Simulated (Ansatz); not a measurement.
## CH9NSi: geometry relaxation (part 1 of 2)

CH9NSi, computed with RKS PBE0-D4/def2-TZVP (Ansatz 0.2.0).

The geometry is a transition state displaced along its imaginary mode. The reaction was set up to form Si1–N7 and H2–H6 and to break Si1–H2 and H6–N7 (atoms counted from 1 in the order of the input); sticks are drawn by distance alone. Figures and captions count atoms from 1; the log counts them from 0 in places.

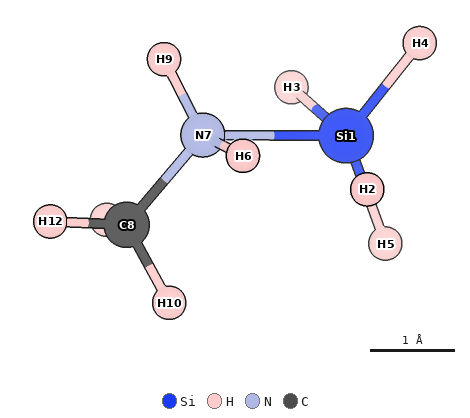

The starting structure (ball-and-stick view, seen at an oblique angle; atoms are numbered from 1 in the order of the input). Bond lengths as drawn: C–H 1.09 Å, C–N 1.47 Å, H–N 0.89 to 1.03 Å, H–Si 1.47 to 1.57 Å and N–Si 1.93 Å.

## Input file
```yaml
crystal:
  periodic: [false, false, false]
  atoms:
    - {symbol: Si, position_ang: [-1.313159, 0.492581, -0.111056]}
    - {symbol: H, position_ang: [-0.482677, 1.706188, 0.842667]}
    - {symbol: H, position_ang: [-1.692367, -0.836581, -0.848077]}
    - {symbol: H, position_ang: [-2.443669, 0.590350, 0.818185]}
    - {symbol: H, position_ang: [-1.136191, 1.366985, -1.303524]}
    - {symbol: H, position_ang: [0.348309, 0.409833, 1.034523]}
    - {symbol: N, position_ang: [0.272925, -0.357551, 0.599030]}
    - {symbol: C, position_ang: [1.384825, -0.518623, -0.354640]}
    - {symbol: H, position_ang: [0.083287, -1.229720, 1.106284]}
    - {symbol: H, position_ang: [1.628182, 0.472842, -0.728144]}
    - {symbol: H, position_ang: [1.094671, -1.150245, -1.194980]}
    - {symbol: H, position_ang: [2.255762, -0.946259, 0.139632]}
basis:
  gaussian: {orbitals: def2-TZVP}
hamiltonian: {xc: pbe0, dispersion: d4}
relax: {f_tol: 0.005, max_steps: 200}
```

Run as:
```bash
ansatz run in.yaml --threads 4 --pin off --events-out ev --progress --plain --max-ram 9574MiB
```

## What the program printed
```
Functional definition: PBE0
  name "PBE0"
  cite "Adamo & Barone, J. Chem. Phys. 110, 6158 (1999) doi:10.1063/1.478522"
  cite "Perdew, Burke & Ernzerhof, Phys. Rev. Lett. 77, 3865 (1996) doi:10.1103/PhysRevLett.77.3865"
  parent pbe
  parameter a = 0.25
  parameter kappa = 0.804
  parameter beta = 0.06672455060314922
  exchange = (1 - a)*pbe_x(kappa = kappa, mu = beta*pi^2/3) + a*exact_x
  correlation = pbe_c(beta = beta)
999 factors; their error is unknown
mean field evaluation 1: about -10537.9452 eV, gradient 5.1e1 eV
mean field evaluation 2: about -10535.3874 eV, gradient 6.1e1 eV
mean field evaluation 4: about -10543.2762 eV, gradient 2.5e0 eV
mean field evaluation 8: about -10543.3125 eV, gradient 4.0e-2 eV
mean field -10543.31247925 eV, -387.4595870986 hartree, gradient 1.6e-5 eV, S^2 0.000000; 0 other end points of the search recorded, 0 dependent functions left out
the calculation of the forces begins
reference -10543.31251025 eV, -387.4595882376 hartree; 18, 18 occupied and 135, 135 virtual orbitals, 999 factors
relax step   1: F+E_penalty+E_count = -10543.48139608 eV  Δ(F+E_penalty+E_count) = +0.000e0 eV  max|allowed force component| = 8.524e0 eV/Å  Δτ_max = 0.0000 Å  (25 SCF iters, accepted)
these checks for a lower state are left out or cut short: starts, cluster_reference, orbital_swaps, neighbouring_geometries, increment
999 factors; their error is unknown
mean field evaluation 16: about -10543.8495 eV, gradient 1.1e1 eV
mean field -10544.13744160 eV, -387.4899039057 hartree, gradient 1.4e-5 eV, S^2 0.000000; 0 other end points of the search recorded, 0 dependent functions left out
[... from here on the field's lines of each further geometry are left out, up to the last ...]
relax step   2: F+E_penalty+E_count = -10544.30328232 eV  Δ(F+E_penalty+E_count) = -8.219e-1 eV  max|allowed force component| = 1.277e0 eV/Å  Δτ_max = 0.1948 Å  (30 SCF iters, accepted)
relax step   3: F+E_penalty+E_count = -10544.45964719 eV  Δ(F+E_penalty+E_count) = -1.564e-1 eV  max|allowed force component| = 8.992e-1 eV/Å  Δτ_max = 0.2000 Å  (29 SCF iters, accepted)
relax step   4: F+E_penalty+E_count = -10544.60895312 eV  Δ(F+E_penalty+E_count) = -1.493e-1 eV  max|allowed force component| = 1.091e0 eV/Å  Δτ_max = 0.1459 Å  (29 SCF iters, accepted)
relax step   5: F+E_penalty+E_count = -10544.70337935 eV  Δ(F+E_penalty+E_count) = -9.443e-2 eV  max|allowed force component| = 1.042e0 eV/Å  Δτ_max = 0.1578 Å  (29 SCF iters, accepted)
relax step   6: F+E_penalty+E_count = -10544.84044565 eV  Δ(F+E_penalty+E_count) = -1.371e-1 eV  max|allowed force component| = 1.109e0 eV/Å  Δτ_max = 0.1992 Å  (29 SCF iters, accepted)
relax step   7: F+E_penalty+E_count = -10545.00184050 eV  Δ(F+E_penalty+E_count) = -1.614e-1 eV  max|allowed force component| = 1.106e0 eV/Å  Δτ_max = 0.1956 Å  (29 SCF iters, accepted)
relax step   8: F+E_penalty+E_count = -10545.19107654 eV  Δ(F+E_penalty+E_count) = -1.892e-1 eV  max|allowed force component| = 1.098e0 eV/Å  Δτ_max = 0.1945 Å  (29 SCF iters, accepted)
relax step   9: F+E_penalty+E_count = -10545.40135329 eV  Δ(F+E_penalty+E_count) = -2.103e-1 eV  max|allowed force component| = 8.361e-1 eV/Å  Δτ_max = 0.1987 Å  (29 SCF iters, accepted)
relax step  10: F+E_penalty+E_count = -10545.48970519 eV  Δ(F+E_penalty+E_count) = -8.835e-2 eV  max|allowed force component| = 2.419e-1 eV/Å  Δτ_max = 0.1981 Å  (28 SCF iters, accepted)
relax step  11: F+E_penalty+E_count = -10545.52367846 eV  Δ(F+E_penalty+E_count) = -3.397e-2 eV  max|allowed force component| = 7.279e-2 eV/Å  Δτ_max = 0.2000 Å  (27 SCF iters, accepted)
relax step  12: F+E_penalty+E_count = -10545.54342070 eV  Δ(F+E_penalty+E_count) = -1.974e-2 eV  max|allowed force component| = 3.094e-1 eV/Å  Δτ_max = 0.1957 Å  (28 SCF iters, accepted)
relax step  13: F+E_penalty+E_count = -10545.56809452 eV  Δ(F+E_penalty+E_count) = -2.467e-2 eV  max|allowed force component| = 1.523e-1 eV/Å  Δτ_max = 0.2000 Å  (28 SCF iters, accepted)
relax step  14: F+E_penalty+E_count = -10545.57405090 eV  Δ(F+E_penalty+E_count) = -5.956e-3 eV  max|allowed force component| = 7.268e-2 eV/Å  Δτ_max = 0.1154 Å  (27 SCF iters, accepted)
relax step  15: F+E_penalty+E_count = -10545.57497580 eV  Δ(F+E_penalty+E_count) = -9.249e-4 eV  max|allowed force component| = 4.826e-2 eV/Å  Δτ_max = 0.0778 Å  (28 SCF iters, accepted)
relax step  16: F+E_penalty+E_count = -10545.57598158 eV  Δ(F+E_penalty+E_count) = -1.006e-3 eV  max|allowed force component| = 2.650e-2 eV/Å  Δτ_max = 0.0285 Å  (29 SCF iters, accepted)
the calculation of the forces begins
reference -10545.42948981 eV, -387.5373858017 hartree; 18, 18 occupied and 135, 135 virtual orbitals, 999 factors
relax step  17: F+E_penalty+E_count = -10545.57607179 eV  Δ(F+E_penalty+E_count) = -9.022e-5 eV  max|allowed force component| = 3.835e-3 eV/Å  Δτ_max = 0.0084 Å  (29 SCF iters, accepted)
999 factors; their error is unknown
mean field evaluation 128: about -10545.4057 eV, gradient 3.5e-1 eV
```

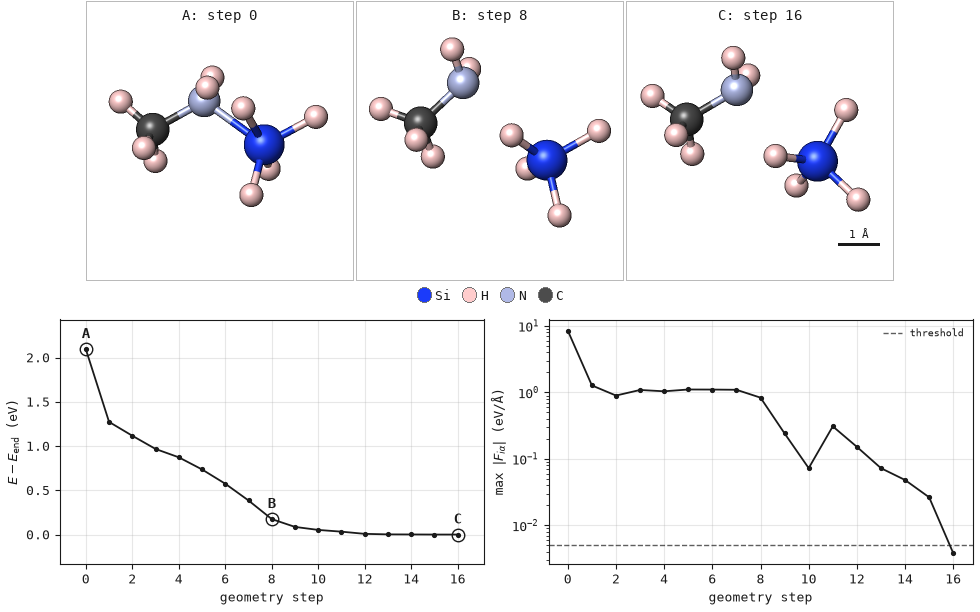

Frames of the relaxation (ball-and-stick view, seen at a tilt) above the curves, on which the letters mark them (the first geometry is step 0 here and step 1 in the log).

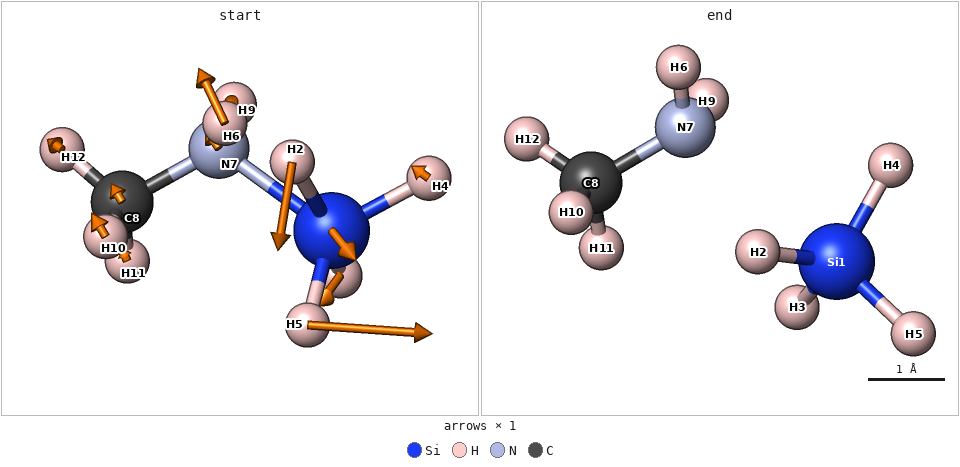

Before (left) and after (right) the relaxation, at one scale (ball-and-stick view, seen at a tilt). The orange arrows give the displacements, at true length. After 16 geometry steps the energy has fallen by 2.095 eV. Largest force component: 8.5 eV/Å at the start, 0.0038 eV/Å at the end. H5 moves most after the best rigid fit: 1.68 Å. By element the largest moves are H 1.68 Å, Si 0.62 Å, N 0.35 Å, C 0.30 Å. Among the contacts that change: Si1–N7 1.935 → 2.871 Å, Si1–H2 1.753 → 1.484 Å, H6–N7 0.886 → 1.012 Å, Si1–H3 1.566 → 1.484 Å. Bonds break: Si1–N7 (1.93 → 2.87 Å). Among the angles that change: H2–Si1–H3 163.4° → 112.1°, H2–Si1–H4 88.5° → 112.5°, H2–Si1–H5 88.4° → 106.4°. (Atoms are counted from 1 in the order of the input.)

```
mean field -10545.42945608 eV, -387.5373845621 hartree, gradient 2.1e-5 eV, S^2 0.000000; 1 other end points of the search recorded, 0 dependent functions left out
the calculation of the forces begins
reference -10545.42948981 eV, -387.5373858017 hartree; 18, 18 occupied and 135, 135 virtual orbitals, 999 factors
Total energy: -10545.57610553 eV, -387.5427738299 hartree
Atom 0 at    -1.661864     0.898248    -0.463223 Å, force    -0.001898    -0.000336     0.000088 eV/Å
Atom 1 at    -0.499629     1.816667    -0.380733 Å, force     0.000460     0.000400    -0.000604 eV/Å
Atom 2 at    -1.370856    -0.299175    -1.289326 Å, force    -0.000119    -0.000184     0.000283 eV/Å
Atom 3 at    -2.203371     0.548246     0.872259 Å, force     0.000083     0.000548    -0.000906 eV/Å
Atom 4 at    -2.742507     1.649212    -1.175908 Å, force     0.000949    -0.000443     0.001037 eV/Å
Atom 5 at     0.735961    -0.035481     1.674556 Å, force    -0.000261    -0.000840    -0.001283 eV/Å
Atom 6 at     0.461612    -0.532154     0.836495 Å, force     0.002256    -0.003835    -0.001049 eV/Å
Atom 7 at     1.571269    -0.638459    -0.095552 Å, force     0.000670     0.003195     0.001169 eV/Å
Atom 8 at     0.138957    -1.447309     1.124129 Å, force    -0.000775     0.003432     0.000260 eV/Å
Atom 9 at     1.878783     0.363153    -0.404143 Å, force    -0.001522    -0.001770     0.001278 eV/Å
Atom 10 at     1.237150    -1.162489    -0.993578 Å, force    -0.000339     0.000364    -0.000274 eV/Å
Atom 11 at     2.454394    -1.160658     0.294924 Å, force     0.000497    -0.000531     0.000001 eV/Å
Dipole moment:     0.395682    -0.273039     0.261655 e Å
```

## Trajectory as extended XYZ (Å, eV, eV/Å), 17 frames, from step=1 to step=17
```
12
Properties=species:S:1:pos:R:3:forces:R:3 step=1 energy=-10543.48140
Si   -1.3132    0.4926   -0.1111    0.1936   0.6724  -0.2511
H    -0.4827    1.7062    0.8427   -0.5554  -0.2475  -0.5461
H    -1.6924   -0.8366   -0.8481    0.2385   0.2744   0.2653
H    -2.4437    0.5904    0.8182   -0.5359  -0.0053   0.0794
H    -1.1362    1.3670   -1.3035   -0.2875  -0.0233  -0.1716
H     0.3483    0.4098    1.0345    1.5309   7.0930   5.6455
N     0.2729   -0.3576    0.5990   -0.5565  -8.5244  -5.1297
C     1.3848   -0.5186   -0.3546   -0.1791  -0.0392   0.0571
H     0.0833   -1.2297    1.1063    0.0986   0.6976   0.0505
H     1.6282    0.4728   -0.7281    0.0931   0.0893  -0.0707
H     1.0947   -1.1502   -1.1950   -0.1132  -0.0068   0.0825
H     2.2558   -0.9463    0.1396    0.0729   0.0198  -0.0111
12
Properties=species:S:1:pos:R:3:forces:R:3 step=2 energy=-10544.30328
Si   -1.2845    0.5441   -0.0847   -0.2890   0.5746  -0.3488
H    -0.5939    1.8052    0.7472    0.0451  -0.8021  -0.2032
H    -1.6078   -0.8010   -0.7831    0.1115   0.0179   0.0626
H    -2.4960    0.5925    0.7779   -0.2200   0.0207   0.0003
H    -1.2041    1.3606   -1.3376   -0.2181  -0.0261  -0.1346
H     0.4500    0.3904    1.1995    0.5813   0.1271   1.2772
N     0.2932   -0.4049    0.6097    0.0422  -0.2741  -0.8570
C     1.3884   -0.5341   -0.3617   -0.0489   0.0297   0.0690
H     0.0804   -1.2973    1.0512   -0.0100   0.3509   0.2047
H     1.6430    0.4674   -0.7095    0.0287  -0.0174  -0.0506
H     1.0662   -1.1362   -1.2119   -0.0669   0.0014   0.0426
H     2.2649   -0.9868    0.1030    0.0442  -0.0026  -0.0620
12
Properties=species:S:1:pos:R:3:forces:R:3 step=3 energy=-10544.45965
Si   -1.2615    0.5499   -0.1267   -0.3303   0.4008   0.1568
H    -0.4857    1.6377    0.7326   -0.4167   0.4441  -0.3962
H    -1.5406   -0.8220   -0.7939    0.2385   0.0778   0.0967
H    -2.5204    0.6073    0.6920    0.0076   0.0623  -0.1178
H    -1.2461    1.3440   -1.4071   -0.1310   0.0030   0.0676
H     0.5444    0.3769    1.3511    0.0342  -0.8992  -0.0930
N     0.3056   -0.3687    0.6773    0.2448  -0.0541  -0.0379
C     1.3380   -0.4961   -0.3558    0.3265  -0.1881   0.1654
H     0.0821   -1.2710    1.0866    0.1018   0.0271   0.1943
H     1.6061    0.5031   -0.7011   -0.0196   0.0158  -0.0170
H     0.9479   -1.0732   -1.1988   -0.0411   0.0512   0.1235
H     2.2301   -0.9881    0.0437   -0.0147   0.0593  -0.1425
12
Properties=species:S:1:pos:R:3:forces:R:3 step=4 energy=-10544.60895
Si   -1.2737    0.5854   -0.1239   -0.4115   0.2344  -0.0844
H    -0.5397    1.7135    0.6587   -0.0544   0.0357  -0.1630
H    -1.4954   -0.8064   -0.7616    0.1458   0.0886   0.0549
H    -2.5528    0.6401    0.6676    0.0515   0.0212  -0.0921
H    -1.3148    1.3497   -1.4245   -0.1487  -0.0076   0.0303
H     0.6142    0.2807    1.4356   -0.2494  -1.0910  -0.6995
N     0.3182   -0.3928    0.6890    0.5545   0.7221   0.7519
C     1.3505   -0.5011   -0.3478    0.1800  -0.1191   0.0862
H     0.0872   -1.3093    1.0606    0.0099   0.0322   0.1276
H     1.6038    0.5025   -0.6937   -0.0185  -0.0058  -0.0026
H     0.9462   -1.0739   -1.1866    0.0057   0.0467   0.0723
H     2.2562   -0.9885    0.0266   -0.0650   0.0426  -0.0815
```
